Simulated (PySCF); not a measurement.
C4H11As, SMILES `CC(C)(C)[AsH2]`.

PySCF calculation, PBE/def2-SVP, gas phase; geometry: GFN2-xTB. No frequency check shows the geometry to be a minimum. GFN2-xTB bond lengths at metals and heavier atoms can be off by up to 0.1 Å and shapes distorted, which carries into these values.

Input

```python
import numpy as np
from pyscf import gto, scf, dft, lo
from pyscf.data.elements import chemcore

def solve(mol, dm0=None, hcore=None):
    mf = (dft.UKS if mol.spin else dft.RKS)(mol, xc='pbe')
    mf.grids.level = 3
    mf = mf.density_fit(auxbasis='def2-universal-jkfit')
    mf.conv_tol, mf.max_cycle = 1e-8, 80
    if hcore is not None:
        mf.get_hcore = lambda *args: hcore
    mf.kernel(dm0)
    if not mf.converged:
        mf = mf.newton().run(mf.mo_coeff, mf.mo_occ, max_cycle=30)
    assert mf.converged, 'SCF not converged'
    return mf

mol = gto.M(atom='''
C      1.32431    -1.23731    -0.73693
C      0.82712    -0.00010     0.00614
C      1.33821    -0.01984     1.44106
C      1.32423     1.25711    -0.70274
As    -1.19100     0.00084    -0.06169
H      0.96264    -2.14519    -0.25122
H      2.41412    -1.26901    -0.75501
H      0.96534    -1.23365    -1.76780
H      2.42883    -0.01982     1.46091
H      0.98813    -0.91119     1.96238
H      0.98807     0.85712     1.98661
H      0.96525     1.28168    -1.73333
H      0.96250     2.15132    -0.19234
H      2.41404     1.28938    -0.71995
H     -1.33458     1.04166     1.01468
H     -1.33451    -1.06917     0.98575
''', basis='def2-svp', charge=0, spin=0, verbose=4)
mf = solve(mol)
occ_all = mf.mo_coeff[:, mf.mo_occ > 0]
occ = occ_all[:, chemcore(mol):]
loc = lo.ibo.ibo(mol, occ, iaos=lo.iao.iao(mol, occ_all))
fock, s = mf.get_fock(), mf.get_ovlp()
ortho = lo.orth_ao(mol, 'meta_lowdin')
ortho = lo.vec_lowdin(lo.iao.iao(mol, occ_all), s)
labels = lo.iao.reference_mol(mol).ao_labels(fmt=None)
vir = lo.vvo.livvo(mol, occ_all, mf.mo_coeff[:, mf.mo_occ == 0])
both = np.hstack([loc, vir])
p = (ortho.T @ s @ both) ** 2
pop = np.array([p[[l[0] == a for l in labels]].sum(0) for a in range(mol.natm)])
spd = np.array([[p[[l[0] == a and l[2][-1] == k for l in labels]].sum(0) for k in 'spd'] for a in range(mol.natm)])
eps = np.einsum('pi,pq,qi->i', both, fock, both)
for i in np.argsort(eps):
    top = np.argsort(-pop[:, i])[:3]
    print('%3d %s %9.4f Eh ' % (i + 1, 'occ' if i < loc.shape[1] else 'vir', eps[i]), '  '.join('%s%d %.3f' % (mol.atom_symbol(a), a + 1, pop[a, i]) for a in top))
np.savez('result.npz', c=both, nocc=loc.shape[1], pop=pop, spd=spd, eps=eps, e=mf.e_tot)
```

Launched as:

```sh
OMP_NUM_THREADS=1 python input.py
```

The run took 32 s on 1 thread of Intel(R) Xeon(R) Platinum 8259CL CPU @ 2.50GHz (Skylake/Cascade Lake), with other jobs on the host, peak memory 0.56 GiB.

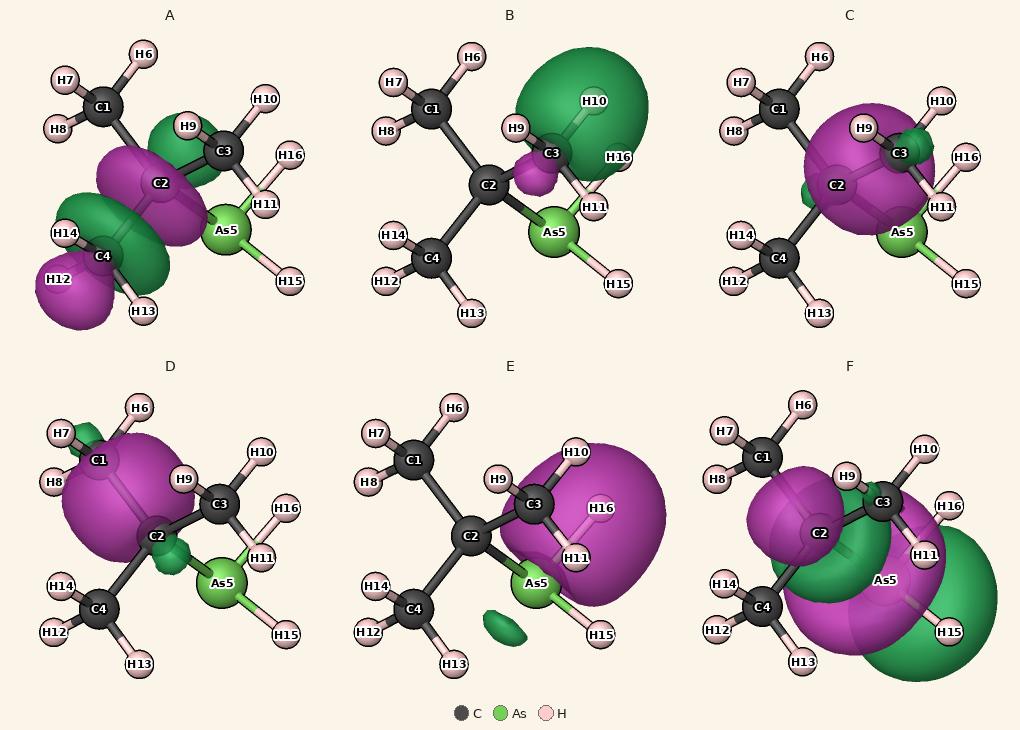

Intrinsic bond orbitals (IBO), occupied and valence-virtual; each surface holds about 85 % of the orbital's density. Energies are diagonal elements of the Fock matrix.

Question: Name the orbitals, with their atomic make-up and energies.

Answer: By panel:
- A: σ* orbital C2–C4 (C2 50 %, C4 49 %; 8.8 eV)
- B: σ bond C3–H10 (C3 57 %, H10 43 %; −11.3 eV)
- C: σ bond C3–C2 (C3 50 %, C2 49 %; −12.6 eV)
- D: σ bond C1–C2 (C1 50 %, C2 49 %; −12.6 eV)
- E: σ bond H16–As5 (H16 51 %, As5 48 %; −10.2 eV)
- F: σ* orbital As5–C2 (As5 53 %, C2 45 %; 2.4 eV)
